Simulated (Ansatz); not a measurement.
# C3H11AlS: nudged elastic band (part 2 of 2)

C3H11AlS; RKS BLYP/def2-SVP (Ansatz 0.2.0). It belongs to a series of runs on one base structure; here: band between the two ends.

Geometry of the input (Å):
```
Al 0.4151  -0.6407  -0.9903
S  2.5252  0.0616  -0.8601
C  0.0177  -2.3526  -0.0967
C  -0.9111  0.4094  -2.0109
H  0.7885  1.3676  1.7689
C  -0.1122  1.5142  2.3941
H  2.3237  1.2151  -1.5613
H  0.9003  -2.8013  0.4021
H  -0.7744  -2.2228  0.6724
H  -0.3728  -3.0975  -0.8239
H  -0.9000  0.1076  -3.0823
H  -0.7128  1.5015  -1.9839
H  -1.9454  0.2411  -1.6421
H  -0.1576  0.7244  3.1674
H  -0.0623  2.5053  2.8823
H  -1.0216  1.4670  1.7642
```

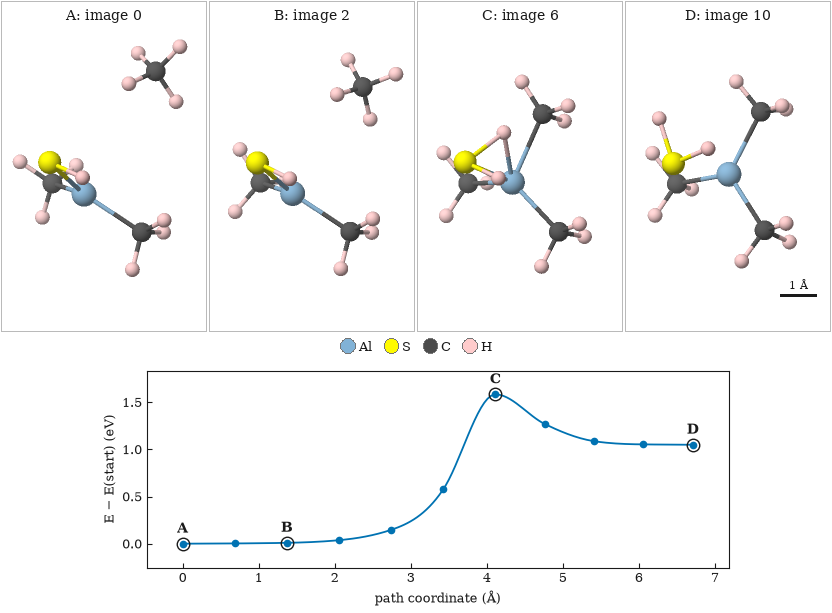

*Images of the last band (counted from 0; ball-and-stick, seen at a tilt) above the energy along the path; the line is a cubic interpolation that uses the forces.*

The highest image is number 6, 1.583 eV above the start and 0.534 eV above the end (the climbing image); the end lies 1.049 eV above the start. The path is 6.71 Å long. The band converged in 13 iterations.

```
Total energy: -20712.45459135 eV, -761.1686668262 hartree
Atom 0 at    -0.007376    -0.238390    -0.211422 Å, force     0.006487    -0.003021     0.003412 eV/Å
Atom 1 at     2.428444     0.362093    -0.291213 Å, force    -0.006009    -0.010224    -0.001872 eV/Å
Atom 2 at    -0.110173    -2.156913     0.247906 Å, force    -0.004993     0.000697    -0.002779 eV/Å
Atom 3 at    -0.967912     0.644813    -1.697209 Å, force     0.002294     0.000385    -0.001032 eV/Å
Atom 4 at     1.277137     0.767044     0.750439 Å, force    -0.004618     0.005534     0.001057 eV/Å
Atom 5 at    -0.081190     0.952894     1.556637 Å, force     0.003140    -0.009966    -0.016465 eV/Å
Atom 6 at     2.223278     1.506717    -1.004276 Å, force     0.003770     0.010303     0.000263 eV/Å
Atom 7 at     0.567746    -2.441193     1.080070 Å, force     0.001582     0.001014     0.001276 eV/Å
Atom 8 at    -1.140279    -2.441582     0.555678 Å, force    -0.000600    -0.002739     0.001785 eV/Å
Atom 9 at     0.152809    -2.794778    -0.622977 Å, force    -0.000420    -0.000126     0.000130 eV/Å
Atom 10 at    -0.714849     0.183187    -2.675811 Å, force     0.000168     0.000210    -0.000217 eV/Å
Atom 11 at    -0.743503     1.729691    -1.777012 Å, force    -0.000810     0.001699    -0.000725 eV/Å
Atom 12 at    -2.069586     0.551098    -1.575707 Å, force     0.000715    -0.000567     0.001207 eV/Å
Atom 13 at     0.377461     0.600934     2.502878 Å, force    -0.000531     0.003893     0.006575 eV/Å
Atom 14 at    -0.021837     2.059652     1.518542 Å, force     0.000207     0.003707     0.001735 eV/Å
Atom 15 at    -1.170072     0.714931     1.643477 Å, force    -0.000382    -0.000799     0.005651 eV/Å
Dipole moment:    -0.075280     0.224087     0.061492 e Å
this run last wrote the band of iteration 13 to [file]; this run last wrote the band within `neb.f_tol` of iteration 11 to [file]
```

The last band as extended XYZ (Å, eV, eV/Å):
```
16
Properties=species:S:1:pos:R:3:forces:R:3 image=0 energy=-20714.03699
Al    0.4151   -0.6407   -0.9903   -0.0196  -0.0043  -0.0070
S     2.5252    0.0616   -0.8601    0.0199   0.0123   0.0048
C     0.0177   -2.3526   -0.0967   -0.0008  -0.0006  -0.0090
C    -0.9111    0.4094   -2.0109   -0.0092   0.0166  -0.0092
H     0.7885    1.3676    1.7689    0.0146  -0.0013  -0.0110
C    -0.1122    1.5142    2.3941   -0.0132  -0.0048  -0.0020
H     2.3237    1.2151   -1.5613   -0.0029  -0.0085   0.0013
H     0.9003   -2.8013    0.4021    0.0065  -0.0030   0.0037
H    -0.7744   -2.2228    0.6724   -0.0031   0.0017   0.0040
H    -0.3728   -3.0975   -0.8239   -0.0012  -0.0018  -0.0030
H    -0.9000    0.1076   -3.0823    0.0007  -0.0006   0.0154
H    -0.7128    1.5015   -1.9839   -0.0020  -0.0157  -0.0013
H    -1.9454    0.2411   -1.6421    0.0106   0.0003  -0.0025
H    -0.1576    0.7244    3.1674   -0.0033  -0.0026   0.0046
H    -0.0623    2.5053    2.8823    0.0032   0.0164   0.0104
H    -1.0216    1.4670    1.7642   -0.0003  -0.0041   0.0007
16
Properties=species:S:1:pos:R:3:forces:R:3 image=2 energy=-20714.02784
Al    0.4061   -0.5618   -0.9047   -0.0039   0.0073  -0.0092
S     2.5637    0.0066   -0.9364    0.0094  -0.0017   0.0006
C    -0.0129   -2.2582    0.0107    0.0069   0.0040  -0.0036
C    -0.9135    0.5650   -1.8497    0.0015  -0.0043  -0.0064
H     0.8230    1.2298    1.6004    0.0029   0.0046   0.0025
C    -0.1125    1.3136    2.1861    0.0032   0.0001   0.0054
H     2.3846    1.1602   -1.6434   -0.0079  -0.0109  -0.0007
H     0.7058   -2.4900    0.8236    0.0011  -0.0057  -0.0028
H    -1.0345   -2.2565    0.4458    0.0025   0.0007  -0.0005
H     0.0282   -3.1066   -0.7077   -0.0035  -0.0016  -0.0030
H    -0.9600    0.2861   -2.9258   -0.0017  -0.0012   0.0013
H    -0.6626    1.6455   -1.8098    0.0007  -0.0027  -0.0015
H    -1.9375    0.4371   -1.4398   -0.0010  -0.0001  -0.0009
H    -0.0036    0.7470    3.1299   -0.0059   0.0075   0.0065
H    -0.3083    2.3794    2.4094   -0.0046  -0.0013   0.0087
H    -0.9656    0.9030    1.6113    0.0002   0.0054   0.0035
16
Properties=species:S:1:pos:R:3:forces:R:3 image=3 energy=-20713.99983
Al    0.3882   -0.5040   -0.8075   -0.0012  -0.0126  -0.0250
S     2.5552    0.0413   -0.8602    0.0168  -0.0045  -0.0125
C    -0.0322   -2.2181    0.0739    0.0009  -0.0035  -0.0112
C    -0.9194    0.6217   -1.7695    0.0023  -0.0049  -0.0050
H     0.8047    1.0530    1.3703    0.0012   0.0200   0.0209
C    -0.0899    1.2024    2.0069    0.0211   0.0094   0.0084
H     2.3557    1.2580   -1.4450    0.0069  -0.0190  -0.0307
H     0.6218   -2.4167    0.9483    0.0069   0.0000  -0.0067
H    -1.0868   -2.2687    0.4175    0.0040   0.0037  -0.0059
H     0.1163   -3.0618   -0.6354   -0.0031  -0.0145  -0.0023
H    -0.9330    0.3370   -2.8450   -0.0082   0.0065  -0.0097
H    -0.6773    1.7041   -1.7292    0.0063  -0.0037   0.0007
H    -1.9540    0.4888   -1.3889    0.0053  -0.0039   0.0052
H     0.1152    0.7730    3.0050   -0.0285   0.0170   0.0267
H    -0.2886    2.2872    2.0893   -0.0221   0.0032   0.0314
H    -0.9758    0.7028    1.5695   -0.0087   0.0065   0.0157
16
Properties=species:S:1:pos:R:3:forces:R:3 image=5 energy=-20713.45999
Al    0.1905   -0.3183   -0.4249    0.3866  -0.1679  -0.4538
S     2.4406    0.2376   -0.5114    0.0661  -0.2551  -0.4243
C    -0.1016   -2.1558    0.2325    0.0190   0.0086  -0.0113
C    -0.9737    0.6532   -1.6887   -0.0043   0.0005   0.0059
H     0.8966    0.8058    0.9756   -0.7883   0.1128   0.4636
C     0.0050    1.0351    1.6641    0.1761   0.1441   0.2146
H     2.2293    1.4878   -1.0213    0.0009  -0.0633  -0.0191
H     0.5757   -2.4416    1.0640    0.0104   0.0127  -0.0040
H    -1.1393   -2.4067    0.5392    0.0022   0.0809  -0.0212
H     0.1472   -2.8239   -0.6224   -0.0070  -0.0656   0.0308
H    -0.7486    0.2176   -2.6884   -0.0398   0.0430  -0.0356
H    -0.7482    1.7379   -1.7613    0.0081  -0.0035   0.0091
H    -2.0677    0.5440   -1.5327    0.0193  -0.0313   0.0573
H     0.3641    0.6483    2.6318   -0.0629   0.1408   0.2601
H    -0.0463    2.1357    1.6392   -0.0582   0.1633   0.2260
H    -1.0234    0.6437    1.5045    0.2719  -0.1201  -0.2981
16
Properties=species:S:1:pos:R:3:forces:R:3 image=7 energy=-20712.76808
Al   -0.1669   -0.2139   -0.0984   -0.1006   0.0206   0.0675
S     2.4921    0.3775   -0.3197    0.0641  -0.0080  -0.0479
C    -0.1272   -2.1689    0.2360   -0.0110  -0.0014  -0.0149
C    -0.9668    0.6218   -1.7129   -0.0025  -0.0159  -0.0082
H     1.7558    0.8596    0.7407    0.2893   0.0683   0.0179
C    -0.2515    0.9219    1.5646   -0.1077  -0.0412  -0.0005
H     2.2614    1.5121   -1.0400    0.0200   0.0146  -0.0247
H     0.5552   -2.4441    1.0691   -0.0021  -0.0027  -0.0128
H    -1.1455   -2.4947    0.5479   -0.0002  -0.0357  -0.0038
H     0.1508   -2.7857   -0.6438   -0.0014   0.0084  -0.0197
H    -0.6915    0.1409   -2.6750    0.0081  -0.0199   0.0006
H    -0.7301    1.7049   -1.7969    0.0046  -0.0109  -0.0048
H    -2.0757    0.5551   -1.6310   -0.0096   0.0032  -0.0311
H     0.3284    0.5698    2.4469   -0.0275  -0.0203  -0.0296
H    -0.0673    2.0138    1.4548   -0.0254  -0.0300  -0.0355
H    -1.3211    0.8300    1.8576   -0.0979   0.0710   0.1476
16
Properties=species:S:1:pos:R:3:forces:R:3 image=8 energy=-20712.95043
Al   -0.2600   -0.1996   -0.0398   -0.0047   0.0100   0.0078
S     2.4365    0.3418   -0.3777   -0.0085   0.0075  -0.0156
C    -0.1647   -2.1712    0.2149   -0.0170   0.0035  -0.0017
C    -0.9759    0.6005   -1.7183    0.0022  -0.0096  -0.0012
H     2.2997    0.9854    0.8162    0.1293   0.0247   0.0086
C    -0.3677    0.9228    1.6110   -0.0245  -0.0027   0.0214
H     2.2609    1.5007   -1.0770   -0.0012  -0.0114  -0.0020
H     0.5228   -2.4640    1.0384   -0.0037  -0.0012  -0.0091
H    -1.1705   -2.5521    0.5052    0.0003  -0.0174  -0.0068
H     0.1380   -2.7389   -0.6906   -0.0015   0.0155  -0.0107
H    -0.6568    0.0857   -2.6499    0.0036  -0.0127   0.0080
H    -0.7181    1.6774   -1.8248   -0.0018  -0.0083  -0.0024
H    -2.0885    0.5541   -1.7010   -0.0117  -0.0033  -0.0191
H     0.2740    0.5544    2.4427   -0.0173  -0.0021  -0.0067
H    -0.1207    1.9955    1.4473   -0.0167  -0.0105  -0.0075
H    -1.4091    0.9075    2.0034   -0.0269   0.0179   0.0369
16
Properties=species:S:1:pos:R:3:forces:R:3 image=10 energy=-20712.98784
Al   -0.2956   -0.1293   -0.0246   -0.0135   0.0015  -0.0057
S     2.3587    0.3661   -0.6068   -0.0009   0.0068   0.0158
C    -0.1291   -2.1010    0.2160    0.0074   0.0018   0.0031
C    -1.0414    0.5671   -1.7376   -0.0003  -0.0006   0.0012
H     2.8300    0.2636    0.6700    0.0025  -0.0012  -0.0091
C    -0.4522    1.0103    1.6069    0.0073   0.0000  -0.0013
H     2.2980    1.7276   -0.5303   -0.0014  -0.0083  -0.0013
H     0.5487   -2.3943    1.0470    0.0002  -0.0018   0.0009
H    -1.1256   -2.5309    0.4674   -0.0018   0.0016  -0.0013
H     0.2143   -2.6300   -0.6989    0.0011  -0.0017  -0.0022
H    -0.6672    0.0276   -2.6345    0.0006   0.0002   0.0001
H    -0.8575    1.6518   -1.8977   -0.0001   0.0005  -0.0009
H    -2.1481    0.4399   -1.7405    0.0000   0.0003   0.0007
H     0.2138    0.6901    2.4380   -0.0003   0.0010   0.0013
H    -0.2565    2.0886    1.4181   -0.0004   0.0012   0.0001
H    -1.4901    0.9532    2.0075   -0.0002  -0.0013  -0.0015
```

Summary:

```tsv
quantity	value
outcome	converged
barrier, forward	1.583 eV
barrier, backward	0.534 eV
hardware	4 threads of Arm Neoverse N1, 16 GiB of memory available, shared host
wall time	5.1 min (CPU time 19 min)
peak memory	0.19 GiB
```

Notes:

The order of the saddle point was not checked.
